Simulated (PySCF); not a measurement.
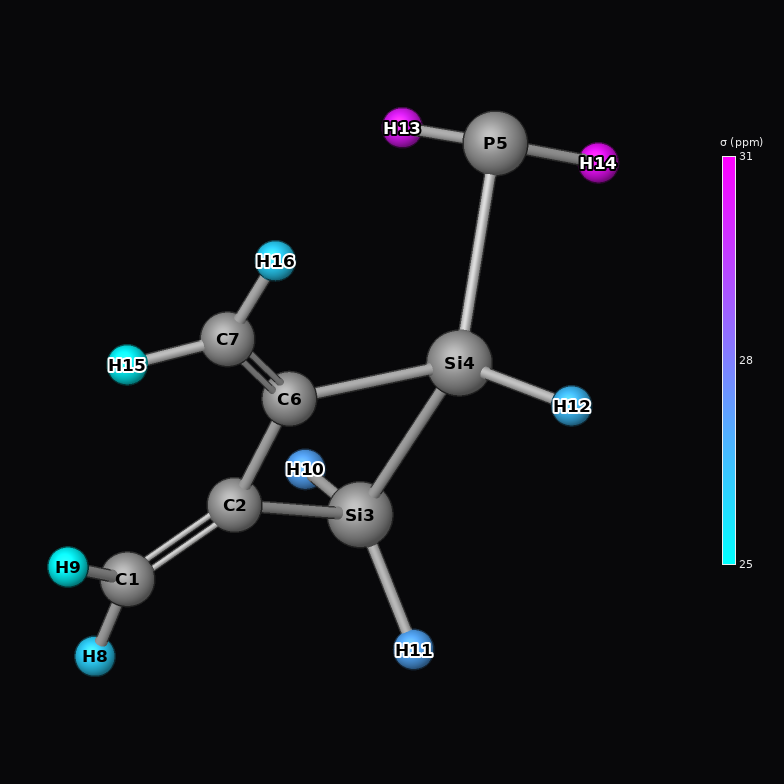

Atoms are coloured by their isotropic NMR shieldings (H only, the others grey). Computed geometry: GFN2-xTB optimisation. No frequency run is at hand to confirm it as a minimum. Method: GIAO PBE0/pcSseg-1 NMR shielding, non-relativistic, gas phase (PySCF 2.14.0).

List the isotropic NMR shieldings of the H atoms.

| atom | σ (ppm) |
| --- | --- |
| H8 | 26.04 |
| H9 | 25.08 |
| H10 | 27.02 |
| H11 | 26.98 |
| H12 | 26.48 |
| H13 | 30.39 |
| H14 | 30.63 |
| H15 | 25.13 |
| H16 | 25.99 |

The geometry is semi-empirical. Around P, Si such bond lengths and angles can be off by a tenth of an ångström or more and by several degrees, and values that hang on the shape move with them.
